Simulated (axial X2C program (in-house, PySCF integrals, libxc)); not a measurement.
# Run report: FH⁻, relativistic diatomic calculation

FH⁻, single determinant with Ω = 1/2. The distance is the PBE0 minimum at charge −1. Computed at this level: expectation values, HF and Kohn-Sham, two-component X2C with atomic mean-field Coulomb and Gaunt terms, F dyall-av3z, H dyall-av3z (cores contracted) (axial X2C program (in-house, PySCF integrals, libxc)).

The program's output:
```
two-component X2C + atomic mean field  PBE0
basis functions 80  fitting functions 401  grid points 4336
iter        total energy     max residual
   1        -97.805591986     1.32e+00
   2        -99.494692420     9.97e-01
   3       -100.147920006     2.96e-01
   4       -100.382705694     2.76e-01
   5       -100.454002338     1.07e-01
   6       -100.467693229     3.72e-02
   7       -100.469523094     1.02e-02
   8       -100.469845752     6.60e-03
   9       -100.470009741     2.37e-03
  10       -100.470077985     3.45e-03
  11       -100.470108256     1.33e-03
  12       -100.470120667     7.11e-04
  13       -100.470123273     4.68e-04
  14       -100.470123993     2.48e-04
  15       -100.470124174     8.01e-05
  16       -100.470124198     5.20e-05
  17       -100.470124201     9.08e-06
converged
one-electron -152.09936230  Coulomb 57.35496289  exact exchange -2.61883535  xc functional -8.20463188  nuclear repulsion 5.10460332  atomic mean-field constant -0.00686088
```

Expectation values by level of theory:

```csv
quantity,PBE0,HF,BHandHLYP,PBE,TPSSh
effective field for an electron dipole moment (GV/cm),0.00646,0.00516,0.00751,0.00716,0.00605
field gradient at the first nucleus (a.u.),2.62,2.75,2.66,2.57,2.66
field gradient at the second nucleus (a.u.),0.482,0.466,0.472,0.490,0.488
"A∥/gI, first nucleus (MHz)",93.8,69.7,110,106,85.9
"A∥/gI, second nucleus (MHz)",2.99,0.285,2.12,4.53,3.70
```

Each column comes from one determinant, in a basis with contracted cores. The spread over the levels shows only part of the uncertainty.

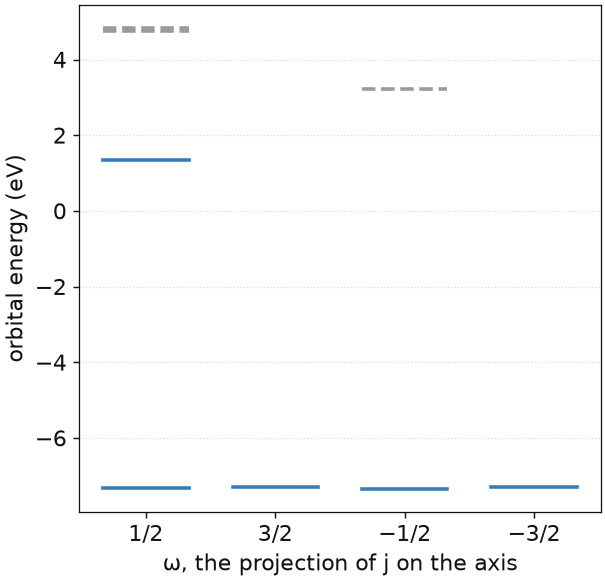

**Figure 1.** Orbital energies (PBE0) near the frontier at 0.93 Å, filled (solid) and empty (dashed). The highest filled spinor (1/2; 90 % H s, 4 % H p) lies at 1.36 eV, the lowest empty one (−1/2; 89 % H s, 6 % F s) at 3.23 eV. A filled level above zero is held only by the finite basis .

The input:
```
{"zs": [9, 1], "q": -1, "bas": ["dyall-av3z", "dyall-av3z"], "r0": 0.96, "levels": ["PBE0", "HF", "BHandHLYP", "PBE", "TPSSh"], "nst": 3}
```

The line is the task of a batch: nuclear charges, charge, bases, the levels to run, a first guess of the distance and further settings. This report covers the levels named above. The log is that of the reference distance.

Launched within a batch (the task file carries these settings):
```bash
python <driver script> task.json out
```

Results in brief:

```tsv
quantity	value
outcome	converged; a filled level lies above zero
hardware	1 thread of Arm Neoverse V1, 24 GiB of memory available, shared host
wall time	0.84 s
peak memory	0.19 GiB
```

Notes:

The highest filled level (PBE0, up to 1.36 eV) lies above zero. That is common for anions, where the functional's self-interaction leaves the outer electrons unbound; only the finite basis holds them, so such levels depend on it.
